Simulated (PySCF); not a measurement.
# One shape, several levels: triplet CH2N2

Aim: a comparison of 4 runs (UB3LYP/6-31G*, U-wB97M-V/def2-TZVP, UM06-2X/def2-TZVP, USCS-MP2/def2-TZVP) of triplet CH2N2. The job is set up through a Python script.

The calculation is run with PySCF 2.14.0.

1 further run of the same task is left out (set aside as unsound or not needed).

**1. Starting point**

CH2N2 has 5 atoms, charge 0, and is taken as a triplet. SMILES of the parent species: `N=C=N`. Geometry: relaxed at PBE0-D4/def2-TZVP. That shape belongs to the parent species and isn't relaxed for this state.

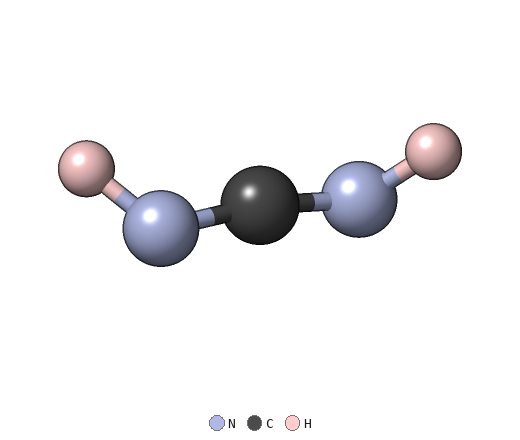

Viewed from a chosen angle; nitrogen light blue, carbon dark grey, hydrogen pink.

**2. A single-point energy at UB3LYP/6-31G(d) (spherical functions) (run 1)**

The input, job.py:

```python
from pyscf import gto, dft

system = gto.M(
    atom=[
    ('N', (-1.223010, -0.197100, -0.034990)),
    ('C', (-0.008090, -0.139620, -0.075660)),
    ('N', (1.197320, -0.245880, -0.204970)),
    ('H', (-1.767940, 0.622550, -0.262140)),
    ('H', (1.801730, -0.039940, 0.577760)),
],
    max_memory=1860,
    spin=2,
    charge=0,
    basis='6-31g*',
    verbose=4,
)

calc0 = dft.UKS(system, xc='b3lyp')
calc0.grids.level = 5
calc0.conv_tol = 1e-10
calc0.kernel()
if not calc0.converged:
    calc0 = calc0.newton().run(calc0.mo_coeff, calc0.mo_occ)

etot = calc0.e_tot
print('Final energy', etot)
```

On the command line:

```bash
$ OMP_NUM_THREADS=1 python job.py
```

What it wrote:

```text
PySCF version 2.14.0

[INPUT] num. atoms = 5
[INPUT] num. electrons = 22
[INPUT] charge = 0
[INPUT] spin (= nelec alpha-beta = 2S) = 2
[INPUT] symmetry False subgroup None
[INPUT] Mole.unit = angstrom
[INPUT] Symbol           X                Y                Z      unit          X                Y                Z       unit  Magmom
[INPUT]  1 N     -1.223010000000  -0.197100000000  -0.034990000000 AA   -2.311153947604  -0.372465019152  -0.066121517099 Bohr   0.0
[INPUT]  2 C     -0.008090000000  -0.139620000000  -0.075660000000 AA   -0.015287884348  -0.263843561512  -0.142976678585 Bohr   0.0
[INPUT]  3 N      1.197320000000  -0.245880000000  -0.204970000000 AA    2.262606883464  -0.464645859508  -0.387337163752 Bohr   0.0
[INPUT]  4 H     -1.767940000000   0.622550000000  -0.262140000000 AA   -3.340922404664   1.176448998848  -0.495372806293 Bohr   0.0
[INPUT]  5 H      1.801730000000  -0.039940000000   0.577760000000 AA    3.404776250413  -0.075475661415   1.091808165729 Bohr   0.0

[... 42 lines left out ...]
[... the frontier-level lines of each cycle are left out ...]
[... 11 lines left out ...]
[... 11 lines left out ...]
[... 11 lines left out ...]
[... 11 lines left out ...]
[... 11 lines left out ...]
[... 11 lines left out ...]
[... 11 lines left out ...]
[... 11 lines left out ...]
[... 5 lines left out ...]

cycle= 18 E= -148.557431700677  delta_E= -1.45e-08  |g|= 6.77e-06  |ddm|= 0.00215


cycle= 19 E= -148.557431717578  delta_E= -1.69e-08  |g|= 2.78e-06  |ddm|= 0.00433


cycle= 20 E= -148.557431719806  delta_E= -2.23e-09  |g|= 1.1e-06  |ddm|= 0.00191


cycle= 21 E= -148.557431719865  delta_E= -5.89e-11  |g|= 3.39e-07  |ddm|= 0.000301


Extra cycle  E= -148.557431719865  delta_E= -1.14e-13  |g|= 3.34e-07  |ddm|= 2.21e-06
converged SCF energy = -148.557431719865  <S^2> = 2.0034981  2S+1 = 3.0023312
Final energy -148.5574317198652
```

Run time: 14 s. Hardware: 1 thread of Arm Neoverse V2, shared host; peak memory 0.28 GiB.

**3. The energy at U-wB97M-V/def2-TZVP (run 2)**

The input, input.py:

```python
from pyscf import gto, dft

mol = gto.M(
    atom='''
N   -1.223010  -0.197100  -0.034990
C   -0.008090  -0.139620  -0.075660
N    1.197320  -0.245880  -0.204970
H   -1.767940   0.622550  -0.262140
H    1.801730  -0.039940   0.577760
''',
    spin=2,
    basis='def2-tzvp',
    max_memory=1860,
    verbose=3,
)

mf = dft.UKS(mol)
mf.xc = 'wb97m-v'
mf.nlcgrids.level = 1
mf.conv_tol = 1e-10
mf.grids.level = 5
mf.kernel()
if not mf.converged:
    mf = mf.newton().run(mf.mo_coeff, mf.mo_occ)

e_final = mf.e_tot
print('E(%s) = %.9f' % ('WB97M-V', e_final))
```

On the command line:

```bash
$ OMP_NUM_THREADS=1 python input.py
```

What it wrote:

```text
WARN: HOMO 0.0399330167257504 >= LUMO -0.318764133346996

converged SCF energy = -148.567584330878  <S^2> = 2.0043487  2S+1 = 3.0028977
E(WB97M-V) = -148.567584331
```

Run time: 2.4 min. Hardware: 1 thread of Arm Neoverse V2, shared host; peak memory 0.61 GiB.

Run 3 isn't shown in full; the table further down has it.

**4. A single-point energy at USCS-MP2/def2-TZVP (run 4)**

The input, job.py:

```python
from pyscf import gto, mp

mol = gto.M(
    atom='''
N     -2.311154    -0.372465    -0.066122
C     -0.015288    -0.263844    -0.142977
N      2.262607    -0.464646    -0.387337
H     -3.340922     1.176449    -0.495373
H      3.404776    -0.075476     1.091808
''',
    basis='def2-tzvp',
    unit='bohr',
    verbose=3,
    max_memory=1860,
    charge=0,
    spin=2,
)

mf = mol.UHF()
mf.conv_tol = 1e-10
mf.kernel()
if not mf.converged:
    mf = mf.newton().run(mf.mo_coeff, mf.mo_occ)

pt = mp.MP2(mf, frozen=3).run()
etot = mf.e_tot + 1.2 * pt.e_corr_os + pt.e_corr_ss / 3
print(f'total energy: {etot:.8f} hartree')
```

On the command line:

```bash
$ OMP_NUM_THREADS=1 python job.py
```

What it wrote:

```text
WARN: HOMO 0.0934803042544661 >= LUMO -0.309300681903328

WARN: HOMO -0.153516351328264 >= LUMO -0.164880134321862

converged SCF energy = -147.759228979633  <S^2> = 2.0219856  2S+1 = 3.0146214
E(UMP2) = -148.25989312566  E_corr = -0.500664146027151
E(SCS-UMP2) = -148.247801413172  E_corr = -0.488572433539578
total energy: -148.24780141 hartree
```

It took 6.3 s on 1 thread of Arm Neoverse V2, shared host; peak memory 0.28 GiB.

**5. The series**

```tsv
run	level	nlc grid	integration grid	energy (Eh)	dipole moment (D) of the reference	HOMO energy (eV)	⟨S²⟩	wall time
1	UB3LYP/6-31G* (spherical functions)	–	5	-148.557432	1.22	-1.71	2.003	14 s
2	U-wB97M-V/def2-TZVP	1	5	-148.567584	1.10	-4.32	2.004	2.4 min
3	UM06-2X/def2-TZVP	–	5	-148.551273	1.11	-3.33	2.005	87 s
4	USCS-MP2/def2-TZVP	–	–	-148.247801	1.07	-5.47	2.022	6.3 s
```

**6. Outcome**

```
                                                         quantity          value
                                              run 4: total energy  -148.24780 Eh
                      run 4: dipole moment (Hartree–Fock density)         1.07 D
run 4: HOMO energy (Hartree–Fock orbitals) (highest over α and β)       -5.47 eV
 run 4: LUMO energy (Hartree–Fock orbitals) (lowest over α and β)       -0.05 eV
               run 4: correlation energy (3 core orbitals frozen)     -488.6 mEh
                         run 4: ⟨S²⟩ of the reference determinant          2.022
```

**Reading.** Over runs 1, 2, 3 the dipole moment (its size) runs from 1.10 D (U-wB97M-V/def2-TZVP) to 1.22 D (UB3LYP/6-31G*). The two ends differ in method and basis. Totals of different functionals can't be ranked against each other. All runs together took 4.2 min, the longest 2.4 min.
